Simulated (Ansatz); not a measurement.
The calculation's input:

```
crystal:
  periodic: [false, false, false]
  atoms:
    - symbol: F
      position_ang: [-4.698214, -2.375559, 1.288097]
    - symbol: F
      position_ang: [-1.163888, 0.788609, -2.623574]
    - symbol: Ga
      position_ang: [-3.417759, -1.532213, 0.449921]
    - symbol: In
      position_ang: [-2.434951, -0.199404, -1.503679]
    - symbol: "N"
      position_ang: [-1.703542, -0.975846, 0.422060]
    - symbol: H
      position_ang: [-0.960948, -1.105244, 1.118988]
basis:
  gaussian: {orbitals: def2-TZVPD}
hamiltonian: {xc: {name: PBE0}}
output: {forces: true, orbitals: {seedname: orbitals}}
```

Command:

```sh
ansatz run input.yaml --threads 2 --pin off --max-ram 4350MiB --events-out events.jsonl --progress --plain --runs-dir runs
```

Geometry: r2SCAN-D4/def2-SVP; core potentials replace the inner electrons of In.

Computed with isolated molecule in a Gaussian basis; Kohn-Sham density functional theory, functional PBE0 in Ansatz 0.2.0.

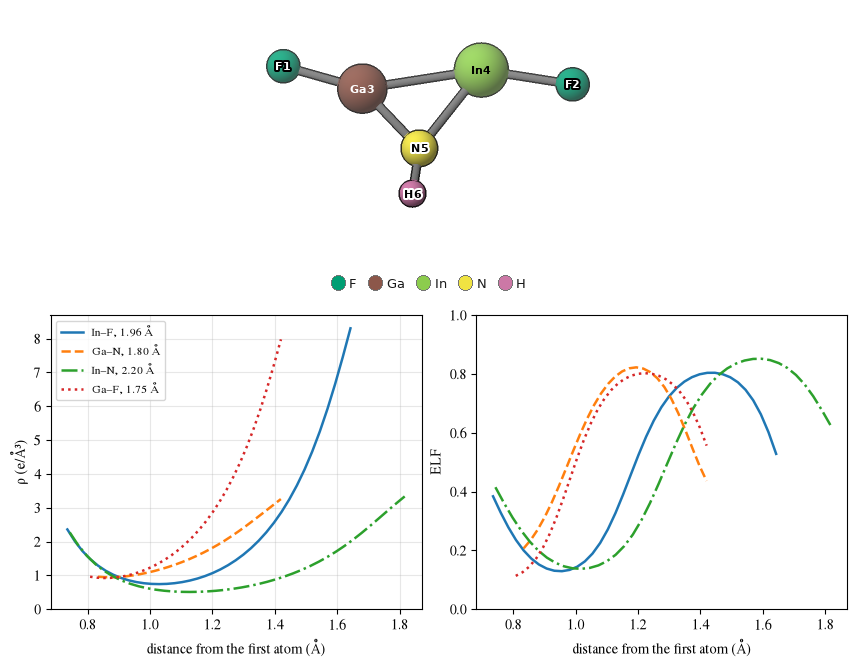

F2GaHInN. Electron density and electron localisation function along straight lines between neighbouring atoms. The curves leave out the atomic cores. The structure is drawn too.

> What can be read from the curves?

In–F (1.96 Å): ρ at the midpoint is about 0.77 e/Å³; the ELF peaks at about 0.80 in the valence shell of F, 0.5 Å from its nucleus, and drops to about 0.15 between the two atoms.
Ga–N (1.80 Å): ρ is about 0.95 e/Å³ halfway; the ELF peaks at about 0.80 in the valence shell of N, 0.6 Å from its nucleus, and is about 0.30 at the midpoint.
In–N (2.20 Å): the density is about 0.51 e/Å³ at the midpoint; the ELF peaks at about 0.85 in the valence shell of N, 0.6 Å from its nucleus, and drops to about 0.15 between the two atoms.
Ga–F (1.75 Å): ρ is about 0.92 e/Å³ halfway; the ELF peaks at about 0.80 in the valence shell of F, 0.5 Å from its nucleus, and is about 0.15 at the midpoint.
